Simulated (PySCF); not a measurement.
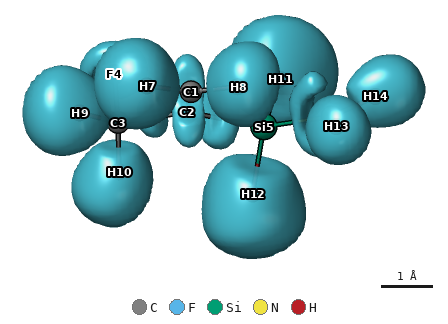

Figure. C₃H₈FNSi. Isosurface of the ELF at 0.85 (cyan), seen from one side. Core shells and regions of very low density are left out.

Geometry: GFN2-xTB, MD frame at 250 fs, 200 K.

The calculation used PySCF, PBE0/pcSseg-1, SCF density, gas phase, non-relativistic.

```xyz
14

C    -0.2064    1.0076   -0.5988
C    -0.4664   -0.1085    0.0328
C    -1.9093   -0.5771    0.2959
F    -2.0974   -1.7538   -0.4305
Si    0.8606   -1.3422    0.6177
N     2.3306   -0.5525    0.2932
H    -0.9711    1.7384   -0.8881
H     0.7641    1.3152   -0.7334
H    -2.5531    0.2049   -0.0785
H    -1.9807   -0.7744    1.3211
H     1.0471   -2.6087   -0.0646
H     0.5260   -1.5822    2.0085
H     2.5422    0.4076    0.3039
H     3.1456   -1.0233    0.0149
```

> What do the ELF domains correspond to?

At this value the surface marks out two regions between bonded C–C atoms (shared pairs), one region between bonded C–Si atoms (shared pairs), one region between bonded N–Si atoms (shared pairs), eight regions around hydrogen nuclei and one region wrapped around F (its lone pairs, merged into a ring or cap). Profiles from the grid: C–C (1.31 Å): the ELF peaks at about 0.90 between the atoms: a multiple bond. C–F (1.40 Å): the ELF peaks at about 0.85 between the atoms; a shared but strongly polarised pair.
